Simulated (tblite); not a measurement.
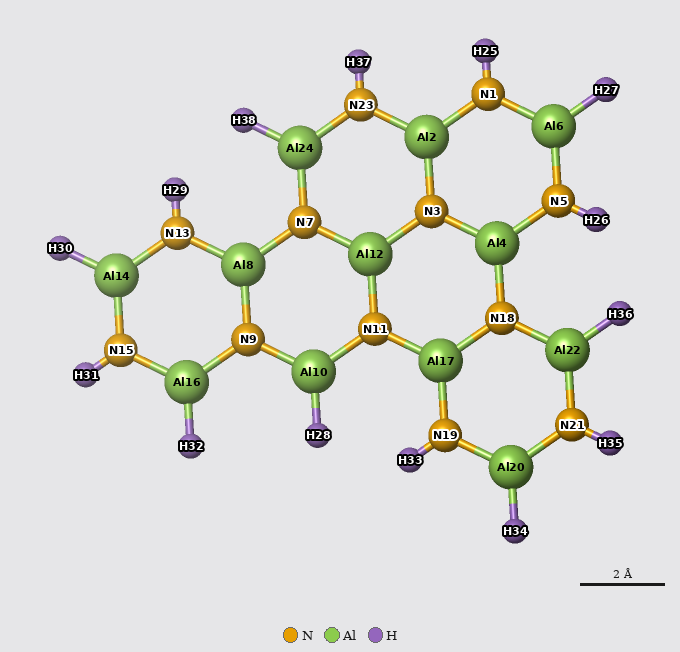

The input geometry (ball-and-stick view, seen at a tilt; atoms are numbered from 1 in the order of the input). Sticks mark near contacts.

**Geometry relaxation, with input and output: Al12N12H14**

System: Al12N12H14.
Method: GFN2-xTB geometry optimisation, gas phase (tblite 0.8.0).

## The program's output
```
step      E/eV     max force
  0   -1519.03330    0.958
  1   -1519.10718    0.400
  2   -1519.12130    0.236
  3   -1519.13791    0.161
  4   -1519.14288    0.149
  5   -1519.15119    0.169
  6   -1519.15699    0.184
  7   -1519.16448    0.191
  8   -1519.16988    0.170
  9   -1519.17359    0.126
 10   -1519.17595    0.091
 11   -1519.17801    0.083
 12   -1519.18009    0.091
 13   -1519.18217    0.098
 14   -1519.18411    0.102
 15   -1519.18596    0.087
 16   -1519.18756    0.071
 17   -1519.18861    0.051
 18   -1519.18913    0.038
 19   -1519.18945    0.033
 20   -1519.18976    0.035
 21   -1519.19012    0.040
 22   -1519.19048    0.039
 23   -1519.19080    0.034
 24   -1519.19112    0.036
 25   -1519.19141    0.037
 26   -1519.19166    0.037
 27   -1519.19185    0.028
 28   -1519.19204    0.027
 29   -1519.19224    0.029
 30   -1519.19242    0.027
 31   -1519.19254    0.018
```

## Trajectory as extended XYZ (Å, eV, eV/Å), 3 of the 24 frames kept, from step=0 to step=31
```
38
Properties=species:S:1:pos:R:3:forces:R:3 step=0 energy=-1519.03330
N     5.1441   -0.4452   -0.0016    0.5810   0.2280  -0.0130
Al    3.5771    0.4592   -0.0069    0.5230   0.1570   0.0340
N     2.0267   -0.4457    0.0010   -0.0800   0.1280  -0.0170
Al    2.0208   -2.2390   -0.0062    0.0680  -0.3020   0.0270
N     3.5793   -3.1446    0.0034    0.1820  -0.6610  -0.0170
Al    5.1359   -2.2439   -0.0026    0.2470  -0.0530   0.0150
N     0.4627    2.2583   -0.0033    0.0860  -0.0180   0.0010
Al   -1.0928    3.1593    0.0015    0.1880   0.0510  -0.0030
N    -2.6524    2.2545   -0.0004   -0.3250   0.0810   0.0130
Al   -2.6579    0.4558    0.0016    0.0310  -0.2500  -0.0060
N    -1.0983   -0.4446   -0.0021   -0.2290   0.0960   0.0050
Al    0.4601    0.4546    0.0000   -0.0040  -0.0090  -0.0050
N    -1.0996    4.9573    0.0050    0.5940   0.5990  -0.0180
Al   -2.6529    5.8560   -0.0027    0.0450   0.4440   0.0220
N    -4.2161    4.9617    0.0002   -0.5050   0.1920   0.0010
Al   -4.2158    3.1572    0.0063   -0.2480  -0.0500  -0.0240
Al   -1.0958   -2.2415    0.0009   -0.0770   0.0680  -0.0040
N     0.4615   -3.1468   -0.0010   -0.0160  -0.1070  -0.0060
N    -2.6557   -3.1416    0.0025   -0.6680   0.0920  -0.0050
Al   -2.6523   -4.9425    0.0027   -0.4920   0.0120   0.0000
N    -1.0985   -5.8396    0.0015    0.1050  -0.9530  -0.0070
Al    0.4617   -4.9419   -0.0002    0.2610  -0.2170  -0.0020
N     3.5837    2.2612    0.0066    0.3470   0.4880  -0.0310
Al    2.0173    3.1523   -0.0015    0.3500   0.2750   0.0100
H     6.0403    0.0792    0.0009   -0.7060  -0.3450  -0.0030
H     3.5742   -4.1843    0.0025   -0.0980   0.7630   0.0010
H     6.4736   -3.0111   -0.0007   -0.1430   0.0710  -0.0040
H    -3.9893   -0.3128    0.0012   -0.0670   0.0760   0.0020
H    -0.1949    5.4770   -0.0020   -0.7040  -0.5270   0.0090
H    -2.6540    7.3970    0.0034   -0.0250  -0.1590  -0.0080
H    -5.1110    5.4772   -0.0011    0.4540  -0.2710   0.0010
H    -5.5495    2.3879    0.0002    0.0810   0.0570   0.0080
H    -3.5567   -2.6233   -0.0019    0.7000  -0.2870   0.0060
H    -3.9866   -5.7147    0.0037    0.1560   0.0570   0.0000
H    -1.0950   -6.8816   -0.0033    0.0060   0.8330   0.0070
H     1.7968   -5.7112   -0.0029   -0.1220  -0.0560   0.0000
H     4.4802    2.7767   -0.0041   -0.5560  -0.3730   0.0130
H     2.0224    4.6991   -0.0026    0.0620  -0.1300  -0.0030
38
Properties=species:S:1:pos:R:3:forces:R:3 step=14 energy=-1519.18411
N     5.1713   -0.4644   -0.0001   -0.0250   0.0210  -0.0060
Al    3.6190    0.4699   -0.0020    0.0200  -0.0270   0.0050
N     2.0377   -0.4265   -0.0016    0.0180  -0.0190  -0.0040
Al    2.0342   -2.2415   -0.0011    0.0200   0.0050   0.0030
N     3.6148   -3.1274    0.0013   -0.0340   0.0150  -0.0040
Al    5.1911   -2.2636   -0.0017   -0.0190   0.0230   0.0080
N     0.4905    2.2862   -0.0009   -0.0940   0.0400  -0.0030
Al   -1.1036    3.1551    0.0006   -0.0370   0.0410   0.0000
N    -2.6950    2.2623    0.0021    0.0190   0.0660   0.0000
Al   -2.6774    0.4553    0.0015   -0.0060   0.0280  -0.0020
N    -1.1161   -0.4435   -0.0009    0.0110  -0.0130  -0.0010
Al    0.4552    0.4671   -0.0022    0.0680   0.0280   0.0040
N    -1.1463    4.9696    0.0006    0.0030  -0.0250   0.0000
Al   -2.6733    5.9201    0.0012    0.0210  -0.0200  -0.0010
N    -4.2227    4.9851    0.0004   -0.0230  -0.0090   0.0000
Al   -4.2572    3.1773    0.0014    0.0410   0.0170   0.0000
Al   -1.0772   -2.2529   -0.0006    0.0210  -0.0750   0.0010
N     0.4802   -3.1862   -0.0006    0.0890   0.0070  -0.0020
N    -2.6347   -3.1807    0.0004   -0.0170  -0.0380   0.0000
Al   -2.6973   -4.9804    0.0015   -0.0060   0.0110   0.0000
N    -1.1162   -5.8587   -0.0005   -0.0050  -0.0140  -0.0010
Al    0.4699   -4.9934   -0.0017   -0.0380   0.0000   0.0020
N     3.6009    2.2802   -0.0003    0.0200  -0.0380  -0.0040
Al    2.0537    3.1933   -0.0021    0.0270  -0.0340   0.0040
H     6.0324    0.0786   -0.0012   -0.0260  -0.0210   0.0000
H     3.5367   -4.1440    0.0019    0.0100   0.0280   0.0000
H     6.5134   -3.0280   -0.0009    0.0000   0.0070  -0.0020
H    -4.0351   -0.2631    0.0012   -0.0410  -0.0470   0.0010
H    -0.2242    5.4056    0.0004   -0.0380  -0.0050   0.0000
H    -2.6914    7.4482    0.0022   -0.0090  -0.0210   0.0000
H    -5.1118    5.4821   -0.0005   -0.0040   0.0080   0.0000
H    -5.5875    2.4167    0.0018   -0.0020   0.0450   0.0000
H    -3.4795   -2.6092    0.0008    0.0280  -0.0060   0.0000
H    -4.0115   -5.7682    0.0042    0.0560   0.0400   0.0000
H    -1.1012   -6.8770   -0.0008   -0.0110   0.0020   0.0000
H     1.7693   -5.8133   -0.0025   -0.0320  -0.0150  -0.0010
H     4.4935    2.7675   -0.0005   -0.0110  -0.0110   0.0000
H     2.0892    4.7273   -0.0026    0.0110   0.0070  -0.0010
38
Properties=species:S:1:pos:R:3:forces:R:3 step=31 energy=-1519.19254
N     5.1779   -0.4658   -0.0003   -0.0040  -0.0010  -0.0050
Al    3.6230    0.4570   -0.0020    0.0070  -0.0060   0.0050
N     2.0346   -0.4234   -0.0014    0.0060  -0.0110  -0.0040
Al    2.0456   -2.2371   -0.0011    0.0010  -0.0080   0.0040
N     3.6249   -3.1199    0.0015   -0.0010   0.0000  -0.0050
Al    5.2034   -2.2634   -0.0014    0.0020   0.0030   0.0070
N     0.4688    2.2996   -0.0007   -0.0050   0.0040  -0.0020
Al   -1.1261    3.1664    0.0005   -0.0100  -0.0010   0.0000
N    -2.7122    2.2626    0.0013    0.0010  -0.0050   0.0000
Al   -2.6722    0.4505    0.0011   -0.0020  -0.0020  -0.0010
N    -1.1066   -0.4499   -0.0005   -0.0080  -0.0060   0.0000
Al    0.4564    0.4792   -0.0016    0.0110  -0.0050   0.0030
N    -1.1632    4.9785    0.0008   -0.0050  -0.0030   0.0000
Al   -2.6856    5.9345    0.0012   -0.0020   0.0050  -0.0010
N    -4.2350    5.0039    0.0004   -0.0050   0.0000   0.0000
Al   -4.2638    3.1978    0.0012    0.0150   0.0020   0.0000
Al   -1.0440   -2.2633   -0.0004    0.0070  -0.0080   0.0010
N     0.5091   -3.2070   -0.0007    0.0090   0.0050  -0.0020
N    -2.6049   -3.1853    0.0005    0.0030   0.0090   0.0000
Al   -2.6938   -4.9804    0.0015    0.0000   0.0140   0.0000
N    -1.1261   -5.8770   -0.0003    0.0060  -0.0030   0.0000
Al    0.4607   -5.0152   -0.0015   -0.0020   0.0070   0.0010
N     3.6004    2.2638   -0.0004   -0.0040  -0.0060  -0.0030
Al    2.0525    3.1756   -0.0020    0.0080   0.0120   0.0030
H     6.0359    0.0808   -0.0011   -0.0080  -0.0050   0.0000
H     3.5384   -4.1353    0.0012    0.0100   0.0000   0.0000
H     6.5285   -3.0221   -0.0009    0.0000   0.0010  -0.0020
H    -4.0252   -0.2898    0.0012    0.0120   0.0140   0.0000
H    -0.2427    5.4164    0.0002   -0.0040  -0.0100   0.0000
H    -2.7037    7.4606    0.0021    0.0030   0.0030   0.0000
H    -5.1273    5.4946    0.0000    0.0010   0.0080   0.0000
H    -5.6117    2.4741    0.0019   -0.0090  -0.0050   0.0000
H    -3.4382   -2.5981    0.0007   -0.0010  -0.0020   0.0000
H    -4.0131   -5.7469    0.0039   -0.0120   0.0000   0.0000
H    -1.1167   -6.8950   -0.0007   -0.0040  -0.0030   0.0000
H     1.7424   -5.8597   -0.0026    0.0030   0.0020  -0.0010
H     4.4910    2.7540   -0.0007   -0.0100   0.0000   0.0000
H     2.1120    4.7096   -0.0028   -0.0100   0.0040  -0.0010
```

The run was set up as follows.

## Input file
```
{"job": {"kind": "relax", "xc": "GFN2-xTB", "basis": "xTB"}, "charge": 0, "multiplicity": 1}
N      5.144100    -0.445200    -0.001600
Al     3.577100     0.459200    -0.006900
N      2.026700    -0.445700     0.001000
Al     2.020800    -2.239000    -0.006200
N      3.579300    -3.144600     0.003400
Al     5.135900    -2.243900    -0.002600
N      0.462700     2.258300    -0.003300
Al    -1.092800     3.159300     0.001500
N     -2.652400     2.254500    -0.000400
Al    -2.657900     0.455800     0.001600
N     -1.098300    -0.444600    -0.002100
Al     0.460100     0.454600    -0.000000
N     -1.099600     4.957300     0.005000
Al    -2.652900     5.856000    -0.002700
N     -4.216100     4.961700     0.000200
Al    -4.215800     3.157200     0.006300
Al    -1.095800    -2.241500     0.000900
N      0.461500    -3.146800    -0.001000
N     -2.655700    -3.141600     0.002500
Al    -2.652300    -4.942500     0.002700
N     -1.098500    -5.839600     0.001500
Al     0.461700    -4.941900    -0.000200
N      3.583700     2.261200     0.006600
Al     2.017300     3.152300    -0.001500
H      6.040300     0.079200     0.000900
H      3.574200    -4.184300     0.002500
H      6.473600    -3.011100    -0.000700
H     -3.989300    -0.312800     0.001200
H     -0.194900     5.477000    -0.002000
H     -2.654000     7.397000     0.003400
H     -5.111000     5.477200    -0.001100
H     -5.549500     2.387900     0.000200
H     -3.556700    -2.623300    -0.001900
H     -3.986600    -5.714700     0.003700
H     -1.095000    -6.881600    -0.003300
H      1.796800    -5.711200    -0.002900
H      4.480200     2.776700    -0.004100
H      2.022400     4.699100    -0.002600
```

The first line tells a small driver script what to run in tblite; the rest is the geometry in Å.

Run as:
```bash
OMP_NUM_THREADS=4 python <driver script> task.json out
```

## Summary

| quantity | value |
| --- | --- |
| outcome | converged |
| total energy | −1519.1925 eV |
| HOMO | −10.10 eV |
| LUMO | −7.52 eV |
| point group | Cs |
| dipole moment | 1.18 D |
| hardware | 4 CPU threads, shared host |
| wall time | 2.9 s (CPU time 4.5 s) |
| peak memory | 0.16 GiB |
